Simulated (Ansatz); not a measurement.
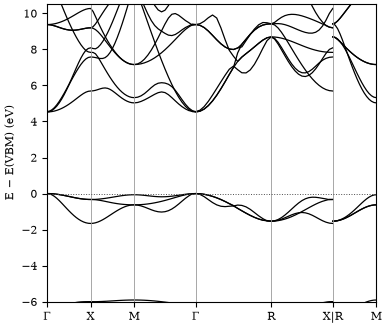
Figure. Band structure from DFT-LDA in the program Ansatz with PAW potentials

Task: Read off the gap and where the band edges lie.

Result: About 4.5 eV (4.53 eV by a search for the band edges); maximum at Γ, minimum at Γ.

The material is CsBr (CsCl type, Pm-3m).

The LDA relaxation kept the symmetry of its start. Spin–orbit coupling is left out wherever it is not named.

Potentials: the later of the program's two PAW sets.
